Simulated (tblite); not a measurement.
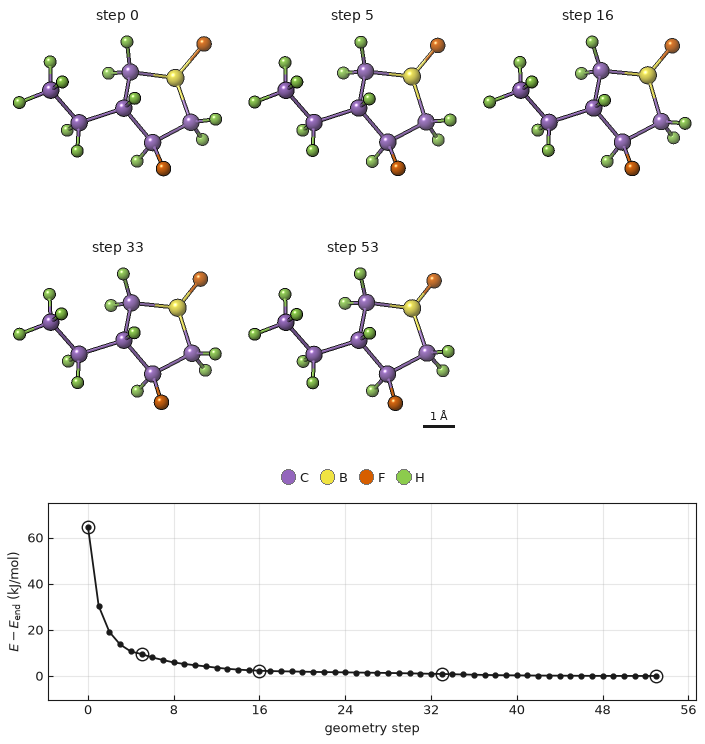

Frames of a relaxation of C₆H₁₁BF₂, marked on the history of the run. The picture is a ball-and-stick view, seen at a tilt.

These are results of tblite 0.8.0, GFN2-xTB geometry optimisation, gas phase, not measurements. 

**What happens along the run?**

After 53 geometry steps the energy has fallen by 64.8 kJ/mol. An F atom moves most after the best rigid fit: 0.60 Å. By element the largest moves are F 0.60 Å, H 0.26 Å, B 0.14 Å, C 0.09 Å. Some distances before and after: B–F 1.443 → 1.316 Å, C–H 1.125 → 1.093 Å, C–C 1.526 → 1.541 Å, C–C 1.535 → 1.524 Å. Bond angles that change, for instance: B–C–H 110.0° → 117.1°, F–B–C 119.1° → 125.5°, C–B–F 119.9° → 126.0°. Cost: 0.27 s on 1 thread of Intel(R) Xeon(R) 6975P-C (shared host). From step 0 to 5: the B atom moves most (0.16 Å), energy −55.3 kJ/mol. From step 5 to 16: an F atom moves most (0.20 Å), energy −7.22 kJ/mol. From step 16 to 33: an F atom moves most (0.18 Å), energy −1.41 kJ/mol. From step 33 to 53: an F atom moves most (0.14 Å), energy −0.85 kJ/mol.

```
step  E − E(0), kJ/mol
   0              0.00
   1            -34.37
   2            -45.67
   3            -51.12
   4            -54.15
   5            -55.28
   6            -56.76
   7            -57.85
   8            -58.92
   9            -59.58
  10            -60.11
  12            -61.19
  15            -62.29
  17            -62.65
  19            -62.83
  21            -63.01
  24            -63.21
  26            -63.35
  28            -63.47
  30            -63.64
  33            -63.91
  35            -64.13
  37            -64.32
  39            -64.48
  42            -64.60
  44            -64.65
  46            -64.70
  48            -64.74
  51            -64.76
  53            -64.77
```
